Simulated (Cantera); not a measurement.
Input: 1 mol Si, 0.072 mol O₂, 37 mol CO, at 0.100 bar.

Cantera equilibrium calculation (NASA polynomials, part measured and part estimated; ideal gas, pure solids and liquids). Candidate condensed phases: C, Si, SiC, SiO₂; 20 gas species. Mutual solubility and eutectic melting of coexisting phases are not modelled. The tables hold silica as quartz up to 1696 K and as liquid above; real silica turns to tridymite and cristobalite and melts near 1996 K. The numbers say what is thermodynamically allowed, not how fast it happens.

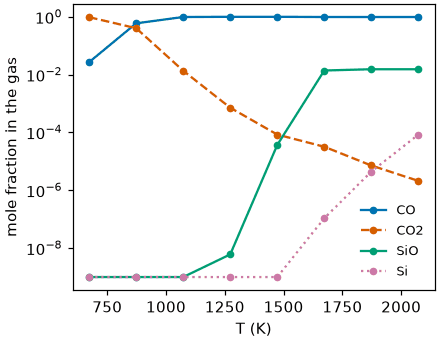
Figure: Equilibrium gas composition (values under 1e-9 drawn at 1e-9)

At 673 K the condensed part is C(graphite) + SiO₂(α-quartz). From 873 K to 1473 K the condensed part is C(graphite) + SiO₂(β-quartz). At 1673 K the condensed part is SiC(s) + SiO₂(β-quartz). From 1873 K to 2073 K the condensed part is SiC(s).
